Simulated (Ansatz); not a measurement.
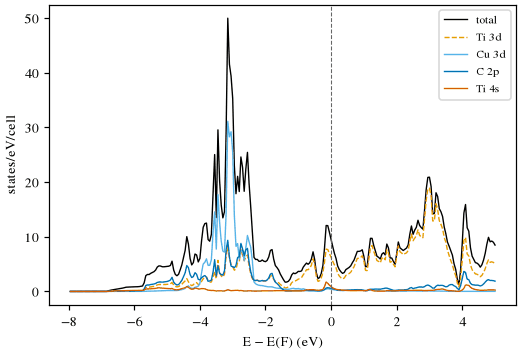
Figure: Total and projected density of states of Ti3CuC2 in space group P6_3/mmc (No. 194; Ti on 4f, Ti on 2a, Cu on 2b, C on 4f), plane-wave PAW r²SCAN (Ansatz code)

Task: Which orbitals carry the states next to the Fermi level?

Result: Within 0.5 eV of the Fermi level: Ti 3d 69 %, Ti 4s 9 %, C 2p 5 %, outside the projected shells 9 %. Projections are on Löwdin-orthogonalised atomic valence shells; empty p or d shells of many metals are not among them.

Task: Where is the tallest occupied peak in this window, and what makes it?

Result: Near -3.1 eV, about 50 states/eV per cell; the largest projected share is Cu 3d.

The start of the workflow was typed in or built on a structure type; neither database checked (COD, Materials Project) lists it. Its standing as an ambient phase is unchecked. Symmetry was held in the r²SCAN relaxation; its stability against distortions is not shown here. No spin polarisation was allowed.

Potentials: the earlier of the program's two PAW sets.
